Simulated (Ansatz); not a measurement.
# One shape, several levels: doublet GeH2ClF+

Wanted: a comparison of 6 runs (U-revPBE/aug-cc-pVDZ, U-wB97M-V/aug-cc-pVDZ, UB3LYP/aug-cc-pVDZ, UCAM-B3LYP/aug-cc-pVDZ, UPBE/aug-cc-pVDZ, USVWN5/aug-cc-pVDZ) of doublet GeH2ClF+. 

Program for the calculation: Ansatz 0.2.0.

47 further runs of the same task are left out: 2 that didn't finish, 45 set aside as unsound or not needed.

## Step 1: The molecule

GeH2ClF+ has 5 atoms, charge +1, and is taken as a doublet. As SMILES of the parent species, `[F][GeH2][Cl]`. The shape is that of a PBE0-D4/def2-TZVP optimisation. That shape belongs to the parent species and isn't relaxed for this state.

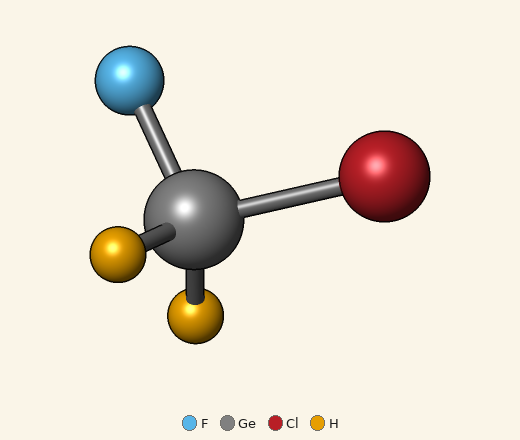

Viewed from a chosen angle; fluorine blue, germanium grey, chlorine red, hydrogen amber.

## Step 2: A single-point energy at U-revPBE/aug-cc-pVDZ (run 1)

Contents of in.yaml:

```yaml
basis:
  gaussian:
    orbitals: aug-cc-pVDZ
crystal:
  periodic: [false, false, false]
  atoms:
    - symbol: F
      position_ang: [-0.242000, -0.508000, 1.588600]
    - symbol: Ge
      position_ang: [0.139900, -0.089200, -0.045500]
    - symbol: Cl
      position_ang: [-1.390300, 1.244900, -0.698900]
    - symbol: H
      position_ang: [0.067600, -1.375500, -0.867400]
    - symbol: H
      position_ang: [1.474700, 0.654200, -0.018300]
total_charge: 1
magnetization:
  spin_polarized: true
  initial_magnetization: 1
hamiltonian:
  xc: {name: revPBE}
accuracy: high
output: {orbitals: {seedname: orbitals}}
```

On the command line:

```console
ansatz run in.yaml --threads 1 --pin off --max-ram 3480MiB --events-out events.jsonl --progress --plain --runs-dir runs
```

The log of the run:

```text
Warning: RAYON_NUM_THREADS=1 ignored (pool sized by the plan → 1); use --threads N
Functional definition: revPBE
  name "revPBE"
  parameter kappa = 1.245
  parameter beta = 0.06672455060314922
  exchange = pbe_x(kappa = kappa, mu = beta*pi^2/3)
  correlation = pbe_c(beta = beta)
2113 factors; integrals over basis functions are off by at most 4.4e-9 eV
mean field evaluation 1: about -71763.2093 eV, gradient 5.4e1 eV
mean field evaluation 2: about -71530.8340 eV, gradient 1.7e2 eV
mean field evaluation 4: about -71768.8712 eV, gradient 2.6e1 eV
mean field evaluation 8: about -71773.1577 eV, gradient 5.9e-1 eV
mean field evaluation 16: about -71773.1592 eV, gradient 1.9e-3 eV
mean field evaluation 32: about -71770.8504 eV, gradient 1.7e1 eV
mean field -71773.15922531 eV, -2637.6149519353 hartree, gradient 2.4e-8 eV, S^2 0.753167; 5 other end points of the search recorded, 0 dependent functions left out
reference -71773.15923552 eV, -2637.6149523107 hartree; 30, 29 occupied and 74, 75 virtual orbitals, 2113 factors
Total energy: -71773.15923552 eV, -2637.6149523107 hartree
```

Run time: 28 s. Hardware: 1 thread of Arm Neoverse V1, shared host; peak memory 0.37 GiB.

## Step 3: A single-point energy at U-wB97M-V/aug-cc-pVDZ (run 2)

Contents of input.yaml:

```yaml
crystal:
  periodic: [false, false, false]
  atoms:
    - symbol: F
      position_ang: [-0.242000, -0.508000, 1.588600]
    - symbol: Ge
      position_ang: [0.139900, -0.089200, -0.045500]
    - symbol: Cl
      position_ang: [-1.390300, 1.244900, -0.698900]
    - symbol: H
      position_ang: [0.067600, -1.375500, -0.867400]
    - symbol: H
      position_ang: [1.474700, 0.654200, -0.018300]
basis:
  gaussian:
    orbitals: aug-cc-pVDZ
total_charge: 1
magnetization:
  spin_polarized: true
  initial_magnetization: 1
hamiltonian:
  xc: {name: wB97M-V}
accuracy: high
output:
  orbitals: {seedname: orbitals}
```

On the command line:

```console
ansatz run input.yaml --threads 1 --pin off --max-ram 3480MiB --events-out events.jsonl --progress --plain --runs-dir runs
```

The log of the run:

```text
Warning: RAYON_NUM_THREADS=1 ignored (pool sized by the plan → 1); use --threads N
Functional definition: wB97M-V
  name "wB97M-V"
  parameter omega = 0.3/bohr
  parameter cx = 0.15
  parameter cx01 = 1.007
  parameter cx10 = 0.259
  parameter css00 = 0.443
  parameter css04 = -1.437
  parameter css10 = -4.535
  parameter css20 = -3.390
  parameter css43 = 4.278
  parameter cos00 = 1.000
  parameter cos10 = 1.358
  parameter cos20 = 2.924
  parameter cos21 = -8.812
  parameter cos60 = -1.390
  parameter cos61 = 9.142
  parameter b = 6.0
  parameter c = 0.01
  gx(w, u) = 1 - cx + cx01*u + cx10*w
  gss(w, u) = css00 + css04*u^4 + css10*w + css20*w^2 + css43*w^4*u^3
  gos(w, u) = cos00 + cos10*w + (cos20 + cos21*u)*w^2 + (cos60 + cos61*u)*w^6
  exchange = spin_sum(e_x_unif_sr(omega)*gx(b97_w, b97_u_x)) + cx*exact_x_sr(omega) + exact_x_lr(omega)
  correlation = spin_sum(e_c_pw_mod_same_spin*gss(b97_w, b97_u_same))
      + integral(e_c_pw_mod_opposite_spin*gos(b97_w_opposite, b97_u_opposite)) + vv10(b, c)
2113 factors; integrals over basis functions are off by at most 4.4e-9 eV
458 factors; integrals over basis functions are off by at most 1.8e-9 eV
mean field evaluation 1: about -71767.7050 eV, gradient 4.6e1 eV
mean field evaluation 2: about -71743.8768 eV, gradient 9.3e1 eV
mean field evaluation 4: about -71775.4344 eV, gradient 4.3e0 eV
mean field evaluation 8: about -71775.6330 eV, gradient 6.8e-1 eV
mean field evaluation 16: about -71775.6657 eV, gradient 9.3e-3 eV
mean field evaluation 32: about -71775.6657 eV, gradient 1.1e-5 eV
mean field -71775.66570462 eV, -2637.7070633512 hartree, gradient 9.5e-8 eV, S^2 0.756471; 6 other end points of the search recorded, 0 dependent functions left out
reference -71775.66571550 eV, -2637.7070637511 hartree; 30, 29 occupied and 74, 75 virtual orbitals, 2113 factors
Total energy: -71775.66571550 eV, -2637.7070637511 hartree
```

It took 4.9 min on 1 thread of Arm Neoverse V1, shared host; peak memory 1.2 GiB.

Runs 3 to 5 aren't shown in full; the table further down has their settings and results.

## Step 4: The energy at USVWN5/aug-cc-pVDZ (run 6)

Contents of in.yaml:

```yaml
crystal:
  periodic: [false, false, false]
  atoms:
    - {symbol: F, position_ang: [-0.242000, -0.508000, 1.588600]}
    - {symbol: Ge, position_ang: [0.139900, -0.089200, -0.045500]}
    - {symbol: Cl, position_ang: [-1.390300, 1.244900, -0.698900]}
    - {symbol: H, position_ang: [0.067600, -1.375500, -0.867400]}
    - {symbol: H, position_ang: [1.474700, 0.654200, -0.018300]}
basis:
  gaussian: {orbitals: aug-cc-pVDZ}
total_charge: 1
magnetization: {spin_polarized: true, initial_magnetization: 1}
hamiltonian: {xc: {name: SVWN5}}
accuracy: high
output: {orbitals: {seedname: orbitals}}
```

On the command line:

```console
ansatz run in.yaml --threads 1 --pin off --max-ram 3480MiB --events-out events.jsonl --progress --plain --runs-dir runs
```

The log of the run:

```text
Warning: RAYON_NUM_THREADS=1 ignored (pool sized by the plan → 1); use --threads N
Functional definition: SVWN5
  name "SVWN5"
  exchange = slater_x
  correlation = vwn5_c
2113 factors; integrals over basis functions are off by at most 4.4e-9 eV
mean field evaluation 1: about -71626.9741 eV, gradient 5.4e1 eV
mean field evaluation 2: about -71395.4682 eV, gradient 1.7e2 eV
mean field evaluation 4: about -71633.0321 eV, gradient 2.4e1 eV
mean field evaluation 8: about -71636.9051 eV, gradient 4.8e-1 eV
mean field evaluation 16: about -71636.9067 eV, gradient 1.0e-3 eV
mean field evaluation 32: about -71636.3219 eV, gradient 5.7e0 eV
mean field evaluation 64: about -71636.5472 eV, gradient 1.6e0 eV
mean field -71636.90668751 eV, -2632.6077635266 hartree, gradient 7.0e-8 eV, S^2 0.752005; 5 other end points of the search recorded, 0 dependent functions left out
reference -71636.90669603 eV, -2632.6077638398 hartree; 30, 29 occupied and 74, 75 virtual orbitals, 2113 factors
Total energy: -71636.90669603 eV, -2632.6077638398 hartree
```

Run time: 17 s. Hardware: 1 thread of Arm Neoverse V1, shared host; peak memory 0.34 GiB.

## Step 5: All runs side by side

```
run                   level   energy (Eh)  HOMO energy (eV)  LUMO energy (eV)   ⟨S²⟩  wall time
  1    U-revPBE/aug-cc-pVDZ  -2637.614952            -14.94            -14.45  0.753       28 s
  2   U-wB97M-V/aug-cc-pVDZ  -2637.707064            -18.55            -12.21  0.756    4.9 min
  3      UB3LYP/aug-cc-pVDZ  -2637.942376            -16.26            -14.18  0.757       32 s
  4  UCAM-B3LYP/aug-cc-pVDZ  -2637.984443            -17.66            -13.04  0.759       46 s
  5        UPBE/aug-cc-pVDZ  -2637.292089            -14.97            -14.48  0.753       28 s
  6      USVWN5/aug-cc-pVDZ  -2632.607764            -15.01            -14.63  0.752       17 s
```

## Step 6: What came out

```
                                 quantity           value
                      run 6: total energy  -2632.60776 Eh
run 6: HOMO energy (highest over α and β)       -15.01 eV
 run 6: LUMO energy (lowest over α and β)       -14.63 eV
                              run 6: ⟨S²⟩           0.752
```

**Reading.** Totals of different functionals can't be ranked against each other. All runs together took 7.4 min, the longest 4.9 min.
